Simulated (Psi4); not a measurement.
**wB97X-V/6-31G(d) (spherical functions) run of C2H5AlO (SMILES [CH3][Al]1[CH2][O]1)**

Aim: the vertical ionisation energy of C2H5AlO at wB97X-V/6-31G* (spherical functions), from 2 runs. 

Program for the calculation: Psi4 1.11.

1 further run of the same task is left out (set aside as unsound or not needed).

**1. The system as given**

The species is C2H5AlO (9 atoms), meant as a singlet with charge 0. SMILES: `[CH3][Al]1[CH2][O]1`. Geometry: relaxed at PBE0-D4/def2-TZVP.

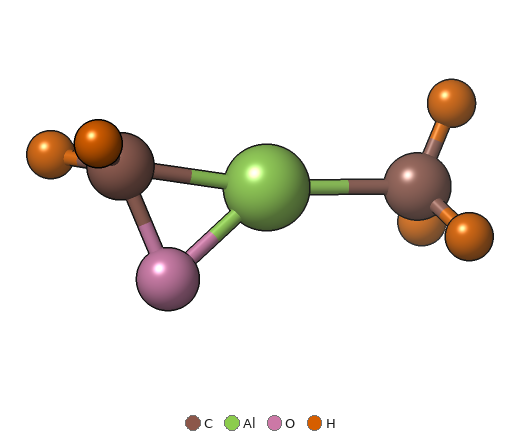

The structure, seen from a chosen angle (carbon brown, aluminium green, oxygen pink, hydrogen orange).

**2. A single-point energy at wB97X-V/6-31G(d) (spherical functions)**

Contents of job.inp:

```
memory 2200 MB

molecule m {
  C     -0.670900     1.320200    -1.081500
  Al     0.051300    -0.076700     0.044200
  C      0.678700    -1.280200     1.349300
  O      0.789300    -1.609500    -0.097900
  H      0.039700     1.575000    -1.872100
  H     -0.900200     2.226000    -0.517500
  H     -1.591200     0.976800    -1.562100
  H      0.038500    -1.980500     1.887700
  H      1.653200    -1.197400     1.832800
  symmetry c1
  no_reorient
  no_com
}

set {
  basis                6-31G*
  reference            rks
  puream               true
  e_convergence        1e-09
  d_convergence        1e-08
  scf_type             pk
  dft_radial_points    99
  dft_spherical_points 590
}

e, wfn = energy('wb97x-v', return_wfn=True)
```

On the command line:

```
$ psi4 -n 1 job.inp job.out
```

job.out:

```text
[...]
  Running in c1 symmetry.
[...]
  Nuclear repulsion =  145.500629802387095
[...]
  Multiplicity = 1
[...]
  Nalpha       = 19
  Nbeta        = 19
[...]
    Number of basis functions: 70
[...]
   @RKS iter   1:  -396.45914642815524   -7.28159e-01   1.06111e-02 ADIIS/DIIS
[...]
   @RKS iter  13:  -396.73639567324392   -2.16005e-12   3.23787e-09 DIIS
[...]
    Orbital Energies [Eh]
    ---------------------
    Doubly Occupied:
       1A    -56.051825     2A    -19.183941     3A    -10.285625
       4A    -10.274236     5A     -4.239146     6A     -2.787495
       7A     -2.781830     8A     -2.778879     9A     -1.074286
      10A     -0.830949    11A     -0.733945    12A     -0.528857
      13A     -0.524643    14A     -0.522013    15A     -0.518939
      16A     -0.479410    17A     -0.420455    18A     -0.355030
      19A     -0.307587
[...]
  @RKS Final Energy:  -396.73639567324392
   => Energetics <=
    Nuclear Repulsion Energy =            145.5006298023870954
    One-Electron Energy =                -835.8836095901649514
    Two-Electron Energy =                 322.1396444301175848
    DFT Exchange-Correlation Energy =     -28.6474655278204402
    Empirical Dispersion Energy =           0.0000000000000000
    VV10 Nonlocal Energy =                  0.1544052122368608
    Total Energy =                       -396.7363956732439192
[...]
 Multipole Moments:
 ------------------------------------------------------------------------------------
     Multipole            Electronic (a.u.)      Nuclear  (a.u.)        Total (a.u.)
 ------------------------------------------------------------------------------------
 L = 1.  Multiply by 2.5417464519 to convert [e a0] to [Debye]
 Dipole X            :        -12.4090373           11.8449923           -0.5640450
 Dipole Y            :         23.8941236          -22.7394524            1.1546712
 Dipole Z            :         -2.2689887            2.2053104           -0.0636783
 Magnitude           :                                                    1.2866497
[...]
```

Run time: 2 min. Hardware: 1 thread of Intel Xeon 6975P-C (Granite Rapids), shared host; peak memory 1.1 GiB.

**3. The doublet cation**

Contents of calc.py:

```python
import psi4

psi4.set_memory('2200 MB')
psi4.set_num_threads(1)
psi4.set_output_file('output.dat', False)

molecule = psi4.geometry("""
1 2
C     -0.670900     1.320200    -1.081500
Al     0.051300    -0.076700     0.044200
C      0.678700    -1.280200     1.349300
O      0.789300    -1.609500    -0.097900
H      0.039700     1.575000    -1.872100
H     -0.900200     2.226000    -0.517500
H     -1.591200     0.976800    -1.562100
H      0.038500    -1.980500     1.887700
H      1.653200    -1.197400     1.832800
symmetry c1
""")

psi4.set_options({
    'basis': '6-31G*',
    'reference': 'uks',
    'puream': True,
    'e_convergence': 1e-09,
    'd_convergence': 1e-08,
    'scf_type': 'pk',
    'dft_radial_points': 99,
    'dft_spherical_points': 590,
    'maxiter': 100,
})

e = psi4.energy("wb97x-v")
print('E =', round(e, 9))
```

On the command line:

```
$ python calc.py
```

output.dat:

```text
[...]
  Running in c1 symmetry.
[...]
  Nuclear repulsion =  145.500629802387095
[...]
  Multiplicity = 2
[...]
  Nalpha       = 19
  Nbeta        = 18
[...]
    Number of basis functions: 70
[...]
   @UKS iter   1:  -396.25445113002951   -5.23464e-01   8.29201e-03 DIIS/ADIIS
[...]
   @UKS iter  15:  -396.42848826346989   -1.65414e-11   8.78209e-09 DIIS
[...]
   @S^2 Observed:                7.543251905E-01
[...]
    Orbital Energies [Eh]
    ---------------------
    Alpha Occupied:
       1A    -56.334827     2A    -19.499995     3A    -10.580574
       4A    -10.461131     5A     -4.517445     6A     -3.063972
       7A     -3.062646     8A     -3.056799     9A     -1.382746
      10A     -1.025846    11A     -1.011149    12A     -0.825716
      13A     -0.804705    14A     -0.761021    15A     -0.699743
      16A     -0.698629    17A     -0.645624    18A     -0.642190
      19A     -0.618836
    Alpha Virtual:
      20A     -0.160155    21A     -0.152356    22A     -0.099863
      23A     -0.014240    24A     -0.007426    25A      0.020473
[...]
  @UKS Final Energy:  -396.42848826346989
   => Energetics <=
    Nuclear Repulsion Energy =            145.5006298023870954
    One-Electron Energy =                -826.1303399413683337
    Two-Electron Energy =                 312.5319696401974738
    DFT Exchange-Correlation Energy =     -28.4826222583626780
    Empirical Dispersion Energy =           0.0000000000000000
    VV10 Nonlocal Energy =                  0.1518744936764611
    Total Energy =                       -396.4284882634698874
[...]
 Multipole Moments:
 ------------------------------------------------------------------------------------
     Multipole            Electronic (a.u.)      Nuclear  (a.u.)        Total (a.u.)
 ------------------------------------------------------------------------------------
 L = 1.  Multiply by 2.5417464519 to convert [e a0] to [Debye]
 Dipole X            :          1.1870884           -1.4534531           -0.2663647
 Dipole Y            :         -2.2961443            2.9078582            0.6117139
 Dipole Z            :          1.3327127           -0.3945048            0.9382080
 Magnitude           :                                                    1.1512507
[...]
```

On the terminal:

```text
E = -396.428488263
```

Wall time 2.3 min (1 thread of Intel Xeon 6975P-C (Granite Rapids), shared host); peak memory 1.1 GiB.

**4. What came out**

At wB97X-V/6-31G* (spherical functions):

```
                                          quantity          value
                     singlet C2H5AlO: total energy  -396.73640 Eh
                    singlet C2H5AlO: dipole moment         3.27 D
                      singlet C2H5AlO: HOMO energy       -8.37 eV
                      singlet C2H5AlO: LUMO energy        1.58 eV
                    singlet C2H5AlO: HOMO–LUMO gap        9.95 eV
                      doublet cation: total energy  -396.42849 Eh
doublet cation: HOMO energy (highest over α and β)      -16.84 eV
 doublet cation: LUMO energy (lowest over α and β)       -8.45 eV
                              doublet cation: ⟨S²⟩          0.754
vertical ionisation energy (to the doublet cation)       8.379 eV
```

**Reading.** Removing an electron at fixed nuclei costs 8.38 eV (193 kcal/mol). −ε(HOMO) before ionisation, 8.37 eV, is 0.01 eV below this ionisation energy.
